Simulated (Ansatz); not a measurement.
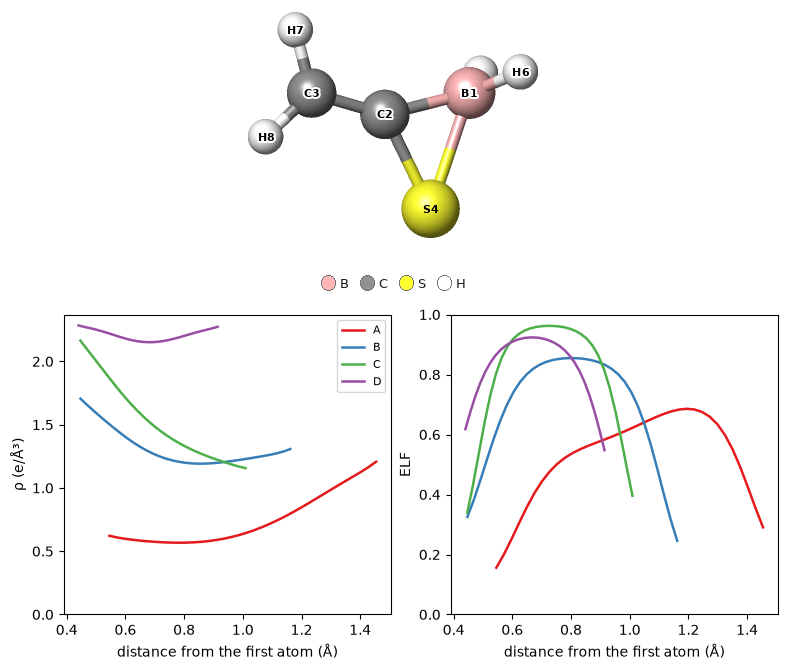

Figure. C2H4BS (charge −1). Electron density and electron localisation function along straight lines between neighbouring atoms. The curves leave out the atomic cores. The structure is drawn too.

The highest occupied orbital lies above zero, a sign that basis and functional describe the outermost electron poorly.

Method: Ansatz 0.2.0, RKS BLYP-D4/def2-SVP.

The calculation's input:

```
crystal:
  periodic: [false, false, false]
  atoms:
    - { symbol: B, position_ang: [0.18917, 1.2785, 0.14979] }
    - { symbol: C, position_ang: [0.26299, -0.16787, -0.34379] }
    - { symbol: C, position_ang: [-0.49506, -1.15214, 0.21547] }
    - { symbol: S, position_ang: [1.36345, -0.54393, -1.64206] }
    - { symbol: H, position_ang: [0.82353, 2.13851, -0.34326] }
    - { symbol: H, position_ang: [-0.51622, 1.5652, 1.05874] }
    - { symbol: H, position_ang: [-1.1816, -0.93967, 1.02543] }
    - { symbol: H, position_ang: [-0.44627, -2.1786, -0.12031] }
total_charge: -1
basis:
  gaussian: { orbitals: def2-SVP }
hamiltonian:
  xc: blyp
  dispersion: d4
relax:
  f_tol: 0.015
  max_steps: 40
output:
  orbitals: {}
```

Run with:

```sh
ansatz run input.yaml --threads 1 --pin off --max-ram 2048MiB --backend cpu --events-out ev --progress --plain --runs-dir out
```

The fields are those of the relaxed geometry.

Q: Which curve belongs to which contact (B–S, C–B, C–C and C–S)? The first atom named is at distance zero.

A: Curve A: B–S (2.08 Å): the density is about 0.67 e/Å³ at the midpoint, with its minimum of 0.57 e/Å³ about 0.8 Å from B; the ELF peaks at about 0.70 between the atoms. Curve B: C–S (1.79 Å): the density is about 1.2 e/Å³ at the midpoint; the ELF peaks at about 0.85 between the atoms; a shared electron pair. Curve C: C–B (1.55 Å): ρ at the midpoint is about 1.4 e/Å³; the ELF peaks at about 0.95 between the atoms; a covalent bond. Curve D: C–C (1.35 Å): ρ is about 2.2 e/Å³ halfway; the ELF peaks at about 0.90 between the atoms; localised, covalent bonding.
